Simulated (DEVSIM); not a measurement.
System: abrupt Si p-n junction, at 350 K.

```tsv
layer (left to right)	material	thickness (μm)	Nd (cm⁻³)	Na (cm⁻³)	τn (s)	τp (s)
1	Si	39.0	-	1.5e16	1.4e-7	1.4e-7
2	Si	41.0	5.6e15	-	1.4e-7	1.4e-7
```

Left contact: ohmic. Right contact: ohmic. Voltage is applied to the left contact. Recombination: SRH at mid-gap, Auger. Gap narrowing is on: ΔEg = 6.92 meV × (l + √(l² + 0.5)), l = ln(N/1.3e17 cm⁻³), shared equally by both band edges. Mobility is constant in doping.

The device is made up for the run: typed textbook-type constants, with dimensions and the other settings drawn at random. Values at 300 K; Nc and Nv go as T^1.5, mobilities as T to minus their exponent, the gap by Varshni's rule with the affinity fixed.

| parameter | Si |
|---|---|
| gap (eV) | 1.124 |
| affinity (eV) | 4.05 |
| permittivity | 11.7 |
| Nc (cm⁻³) | 2.86e19 |
| Nv (cm⁻³) | 3.1e19 |
| μn (cm²/Vs) | 1417 |
| μp (cm²/Vs) | 470 |
| T exponent of μn | 2.3 |
| T exponent of μp | 2.2 |
| Cn (cm⁶/s) | 2.8e-31 |
| Cp (cm⁶/s) | 9.9e-32 |
| Varshni α (eV/K) | 0.000473 |
| Varshni β (K) | 636 |

DEVSIM, 1D drift-diffusion, Boltzmann statistics, complete ionisation; no tunnelling, impact ionisation, image-force lowering or self-heating.

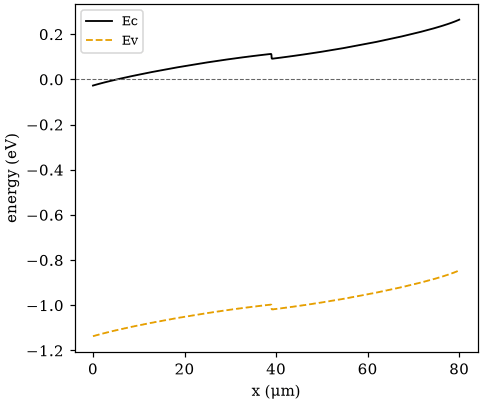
Band edges at 0.9 V on the left contact

Energies count from the Fermi level of the right contact; mesh points crowd at the junctions.

| x (μm) | Ec (eV) | Ev (eV) | n (cm⁻³) | p (cm⁻³) | field (V/cm) |
|---|---|---|---|---|---|
| 0.000 | -0.027 | -1.137 | 9800000 | 1.5e16 | 59 |
| 0.05436 | -0.027 | -1.137 | 3.0e13 | 1.5e16 | 59 |
| 0.2317 | -0.026 | -1.136 | 1.2e14 | 1.5e16 | 59 |
| 0.7768 | -0.023 | -1.133 | 4.0e14 | 1.5e16 | 57 |
| 3.903 | -0.006 | -1.116 | 1.6e15 | 1.7e16 | 49 |
| 12.79 | 0.032 | -1.078 | 3.4e15 | 1.8e16 | 39 |
| 29.26 | 0.088 | -1.022 | 6.0e15 | 2.1e16 | 29 |
| 37.03 | 0.108 | -1.002 | 7.6e15 | 2.3e16 | 24 |
| 38.39 | 0.112 | -0.998 | 8.0e15 | 2.3e16 | 23 |
| 38.83 | 0.113 | -0.997 | 8.1e15 | 2.3e16 | 18 |
| 38.96 | 0.110 | -1.000 | 8.9e15 | 2.1e16 | -1000 |
| 39.02 | 0.096 | -1.014 | 1.4e16 | 1.3e16 | -1900 |
| 39.12 | 0.092 | -1.018 | 1.7e16 | 1.1e16 | -20 |
| 39.45 | 0.092 | -1.018 | 1.7e16 | 1.1e16 | 25 |
| 41.20 | 0.097 | -1.013 | 1.6e16 | 1.0e16 | 26 |
| 46.22 | 0.111 | -0.999 | 1.4e16 | 8.0e15 | 30 |
| 61.86 | 0.166 | -0.944 | 9.6e15 | 4.0e15 | 41 |
| 74.46 | 0.226 | -0.884 | 7.3e15 | 1.7e15 | 57 |
| 78.84 | 0.255 | -0.855 | 6.1e15 | 5.0e14 | 78 |
| 79.66 | 0.262 | -0.849 | 5.8e15 | 1.6e14 | 86 |
| 79.91 | 0.264 | -0.846 | 5.6e15 | 4.3e13 | 90 |
| 80.00 | 0.265 | -0.846 | 5.6e15 | 2.6e7 | 90 |
